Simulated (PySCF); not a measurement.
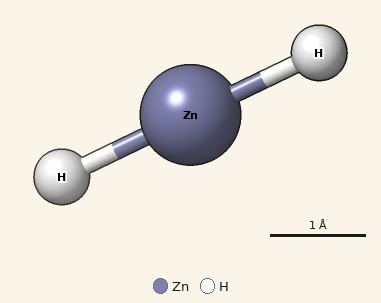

Figure 1. The structure as given in the input (ball-and-stick view, seen at an oblique angle). Sticks mark near contacts. Bond lengths as drawn: H–Zn 1.54 Å.

**ZnH₂: single-point calculation**

ZnH₂, computed with SVWN5/STO-3G, RKS (PySCF 2.14.0).

The geometry comes from this level: PBE0-D4/def2-TZVP.

The program's output
```
SCF not converged.
SCF energy = -1754.95455327925

WARN: HOMO 0.2772881670029159 > LUMO 0.03471736936595398 was found in the canonicalized orbitals.

converged SCF energy = -1756.49425762008
E = -1756.4942576201 Eh
```

The run was set up as follows.

Input file (calc.py)
```python
from pyscf import gto, dft

system = gto.M(
    atom='''
Zn      -0.003700      -0.021600      -0.004400
H        0.590600       1.324200       0.465500
H       -0.597900      -1.367400      -0.474400
''',
    max_memory=1860,
    spin=0,
    charge=0,
    basis='sto-3g',
    verbose=3,
)

ks = dft.RKS(system, xc='svwn')
ks.grids.level = 5
ks.conv_tol = 1e-10
ks.kernel()
if not ks.converged:
    ks = ks.newton().run(ks.mo_coeff, ks.mo_occ)

e_final = ks.e_tot
print('E = %.10f Eh' % e_final)
```

Launched with:
```bash
OMP_NUM_THREADS=1 python calc.py
```

Results in brief

```csv
quantity,value
outcome,converged
total energy,−1756.494258 hartree
basis functions,20
HOMO,7.55 eV
LUMO,0.94 eV
dipole moment,0.00 D
hardware,"1 thread of Arm Neoverse V1, 24 GiB of memory available, shared host"
wall time,8.4 s
peak memory,0.15 GiB
```
